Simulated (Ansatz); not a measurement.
```json
{"atom": "C", "x (Å)": "-1.1509", "y (Å)": "-0.0927", "z (Å)": "-0.0251"}
{"atom": "Ge", "x (Å)": "-0.0139", "y (Å)": "-0.2160", "z (Å)": "1.6750"}
{"atom": "S", "x (Å)": "-1.5808", "y (Å)": "-1.5418", "z (Å)": "2.9516"}
{"atom": "H", "x (Å)": "-1.0906", "y (Å)": "-1.0343", "z (Å)": "-0.5965"}
{"atom": "H", "x (Å)": "-0.7568", "y (Å)": "0.7167", "z (Å)": "-0.6681"}
{"atom": "H", "x (Å)": "-2.2138", "y (Å)": "0.1164", "z (Å)": "0.1787"}
{"atom": "H", "x (Å)": "-0.6117", "y (Å)": "1.1448", "z (Å)": "2.2922"}
{"atom": "H", "x (Å)": "-0.8037", "y (Å)": "-2.6451", "z (Å)": "3.0175"}
```

Geometry: r2SCAN-D4/def2-SVPD.

The calculation used isolated molecule in a Gaussian basis; Kohn-Sham density functional theory, functional PBE0 in Ansatz 0.2.0.

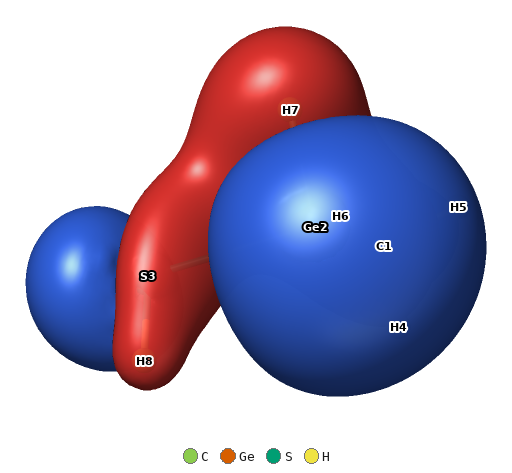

CH5GeS (SMILES [CH3][GeH-][SH]) (charge −1). The HOMO at ±0.06 Å⁻³ᐟ² (red and blue are the two phases), seen at an oblique angle.

Q: Describe this orbital and give its energy.

A: It lies mainly on Ge2 (about 65 %), S3 (about 15 %), C1 (about 10 %) and H7 (about 5 %). Its energy is −0.65 eV.
